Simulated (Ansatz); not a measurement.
A computed series for ZnS: pressure series

Consider ZnS in the zinc blende structure (space group F-43m, No. 216; a = 5.357 Å).

Cell and atoms are relaxed at each pressure.

Level of theory: PBEsol (Ansatz, a first-principles code), without spin-orbit coupling.

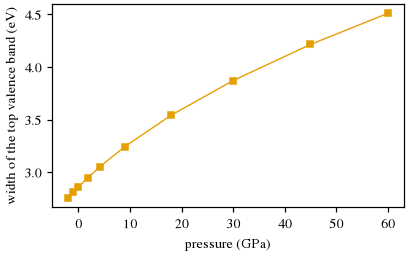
Figure: Width of the top valence band against pressure

Task: From the plot, what is the width of the top valence band for pressure 1.8 GPa?

Result: About 2.9 eV.

Task: Is the trend monotonic over the range shown?

Result: Yes, it rises throughout, spanning 2.76 eV to 4.51 eV.

The levels and masses belong to the bands next to the band gap. Load acts through the strain it causes; cell and atoms are relaxed under it. Stability against distortions was not tested. Measured, ZnS leaves this structure (for rock salt) near 14.7 GPa (temperature not stated; as listed in Datta, Sujoy, Jana, Debnarayan, arXiv (2020)), on rising pressure, with hysteresis.
